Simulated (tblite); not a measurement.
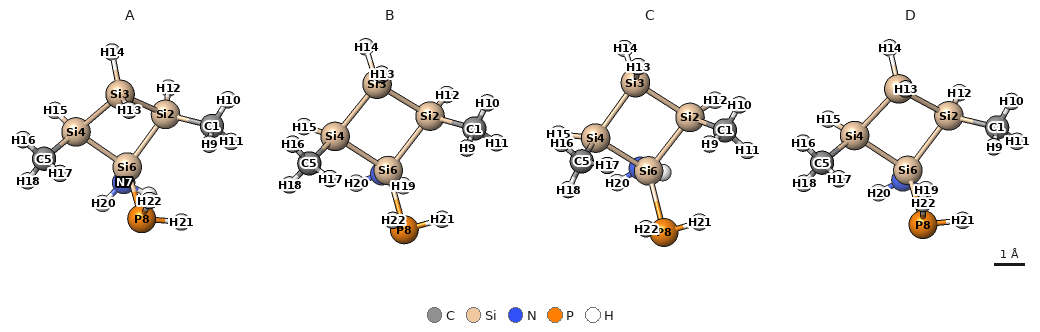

4 geometries from one relaxation of C2H14NPSi4, in shuffled order. The picture is a ball-and-stick view, seen at a tilt.

Level of theory: GFN2-xTB geometry optimisation, gas phase in tblite 0.8.0. 

### Order the frames from highest to lowest energy.

A, D, B, C. They are steps 0, 55, 82, 159, at +86.2 kJ/mol, +8.41 kJ/mol, +4.32 kJ/mol relative to the last. The atom that moves furthest after the best rigid fit is H13 (1.73 Å). Largest moves by element: H 1.73 Å, Si 0.88 Å, P 0.87 Å, C 0.85 Å, N 0.60 Å. Among the contacts that change: Si2–Si6 2.269 → 2.393 Å, Si6–P8 2.189 → 2.283 Å, C1–Si2 1.822 → 1.910 Å, Si3–Si4 2.290 → 2.368 Å. Bond angles that change, for instance: H13–Si3–H14 113.9° → 102.2°, C5–Si4–H15 113.7° → 104.4°, Si2–Si6–N7 115.7° → 106.4°. Groups turn about Si6–P8 by about 45°, Si2–Si6 by about 40°, Si4–Si6 by about 40°. Over 159 geometry steps the energy falls by 86.2 kJ/mol. The run took 2.5 s on 1 thread of Arm Neoverse V1 (shared host).
